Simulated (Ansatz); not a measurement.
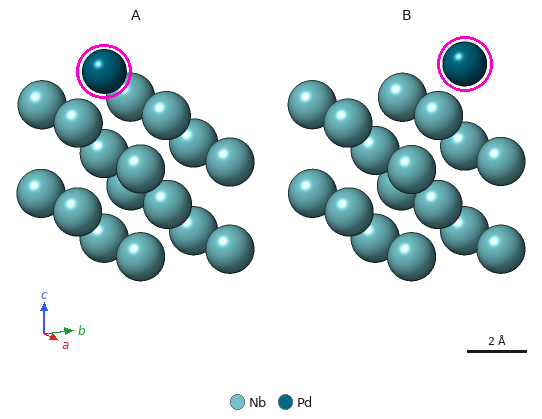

The two relaxed end points of a path for Pd on Nb(100) (17 atoms in the cell). Style: spheres-only. Shown: the simulation cell, with the vacuum cut short (origin moved), slightly off an axis. The moving atom is ringed, with any periodic copies.

All numbers below come from DFT LDA, scalar-relativistic, plane waves, PAW in Ansatz 0.2.0.

Input file:
```yaml
crystal:
  lattice:
    - [6.6, 0.0, 0.0]
    - [0.0, 6.6, 0.0]
    - [0.0, 0.0, 16.95]
  atoms:
    - { symbol: Nb, position: [0.25, 0.25, 0.0589971] }
    - { symbol: Nb, position: [0.75, 0.25, 0.0589971] }
    - { symbol: Nb, position: [0.25, 0.75, 0.0589971] }
    - { symbol: Nb, position: [0.75, 0.75, 0.0589971] }
    - { symbol: Nb, position: [0.00106064, 0.00174261, 0.14015662] }
    - { symbol: Nb, position: [0.49814987, 0.00180398, 0.14014337] }
    - { symbol: Nb, position: [0.00100639, 0.49894954, 0.14015062] }
    - { symbol: Nb, position: [0.49820578, 0.49888875, 0.14015606] }
    - { symbol: Nb, position: [0.24915531, 0.25074716, 0.23879003] }
    - { symbol: Nb, position: [0.74948066, 0.25038941, 0.24006295] }
    - { symbol: Nb, position: [0.24954433, 0.75044728, 0.24006467] }
    - { symbol: Nb, position: [0.74879199, 0.75107138, 0.23349211] }
    - { symbol: Nb, position: [-0.00345578, -0.00301166, 0.32315668] }
    - { symbol: Nb, position: [0.50096112, -0.00100925, 0.32340504] }
    - { symbol: Nb, position: [-0.00489013, 0.5048269, 0.32297775] }
    - { symbol: Nb, position: [0.50279574, 0.50321441, 0.32317726] }
    - { symbol: Pd, position: [0.74814127, 0.75165343, 0.40287861] }
basis:
  ecutwfc: 420.0
kpoints:
  mp_grid: { grid: [3, 3, 1] }
hamiltonian:
  xc: lda
scf:
  occupations: { method: gaussian, width: 0.05 }
  lower_state_search: "off"
neb:
  images: 5
  f_tol: 0.05
  initial_path: idpp
  max_iterations: 80
  spring: 1.0
  constraints: [{ sites: [0, 1, 2, 3] }]
  final_atoms:
    - { symbol: Nb, position: [0.25, 0.25, 0.0589971] }
    - { symbol: Nb, position: [0.75, 0.25, 0.0589971] }
    - { symbol: Nb, position: [0.25, 0.75, 0.0589971] }
    - { symbol: Nb, position: [0.75, 0.75, 0.0589971] }
    - { symbol: Nb, position: [0.00100639, -0.00105046, 0.14015062] }
    - { symbol: Nb, position: [0.49820578, -0.00111125, 0.14015606] }
    - { symbol: Nb, position: [0.00106064, 0.50174261, 0.14015662] }
    - { symbol: Nb, position: [0.49814987, 0.50180398, 0.14014337] }
    - { symbol: Nb, position: [0.24954433, 0.25044728, 0.24006467] }
    - { symbol: Nb, position: [0.74879199, 0.25107138, 0.23349211] }
    - { symbol: Nb, position: [0.24915531, 0.75074716, 0.23879003] }
    - { symbol: Nb, position: [0.74948066, 0.75038941, 0.24006295] }
    - { symbol: Nb, position: [-0.00489013, 0.0048269, 0.32297775] }
    - { symbol: Nb, position: [0.50279574, 0.00321441, 0.32317726] }
    - { symbol: Nb, position: [-0.00345578, 0.49698834, 0.32315668] }
    - { symbol: Nb, position: [0.50096112, 0.49899075, 0.32340504] }
    - { symbol: Pd, position: [0.74814127, 1.25165343, 0.40287861] }
  order_check: true
```

Run as
```bash
ansatz run input.yaml --threads 4 --pin off --max-ram 10240MiB --backend cpu --events-out ev --progress --plain --runs-dir out
```

### Predict the minimum-energy path and its barrier.

The barrier is about 1.35 eV in both directions, with image 3 at the top; the ends have the same energy. The adsorbate starts on a bridge site and hops by a lattice vector of the surface; other mechanisms, such as exchange with a surface atom, weren't searched. The Pd atom travels furthest, 3.30 Å from end to end, on a path that bends up to 0.55 Å away from the straight line. At the highest image its nearest neighbour (Nb) is 2.49 Å away, against 2.67 Å at the start, and the surrounding atoms stand up to 0.27 Å off the mean of their end positions. The band converged in 15 iterations, with a climbing image at the top.

Energies of the converged images:

```tsv
image	path (Å)	E (eV)
0	0.00	0.000
1	0.66	0.195
2	1.33	0.941
3	1.99	1.346
4	2.67	0.919
5	3.35	0.164
6	4.03	0.000
```

The geometry at the top of the path:

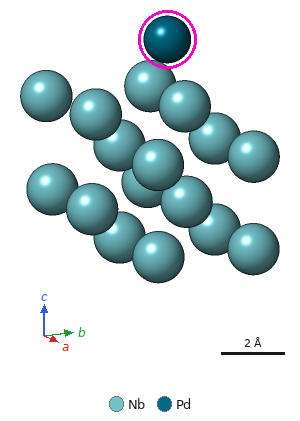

Limits of the set-up: the periodic images lie only 6.6 Å apart, so the values are limited by the cell's size.

Cost: 17 min on 4 threads of AMD EPYC 9R45 (Zen 5), on a shared host, peak memory 4.5 GiB.
